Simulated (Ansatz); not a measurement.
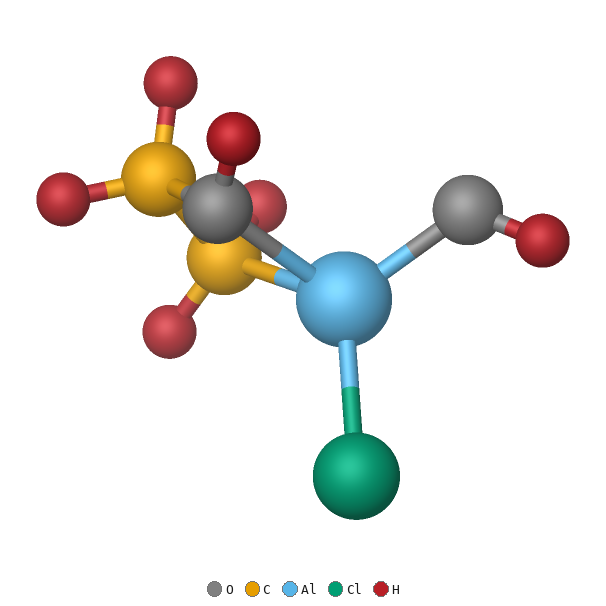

The geometry was computed by an optimisation with PBE0-D4/def2-TZVP. No frequency run is at hand to confirm it as a minimum. Program: Ansatz 0.2.0.

Tabulate dipole (D), HOMO–LUMO gap (eV), HOMO energy (eV) at these levels: B3LYP-D4/def2-TZVPP; PBE-D4/def2-TZVPP; r2SCAN-D4/def2-TZVPP; ωB97M-V/def2-TZVPP.

```
               level  dipole (D)  HOMO–LUMO gap (eV)  HOMO energy (eV)
 B3LYP-D4/def2-TZVPP        3.89                7.22             −7.50
   PBE-D4/def2-TZVPP        3.83                5.62             −6.44
r2SCAN-D4/def2-TZVPP        3.90                6.50             −6.70
  ωB97M-V/def2-TZVPP        3.91               11.52             −9.96
```
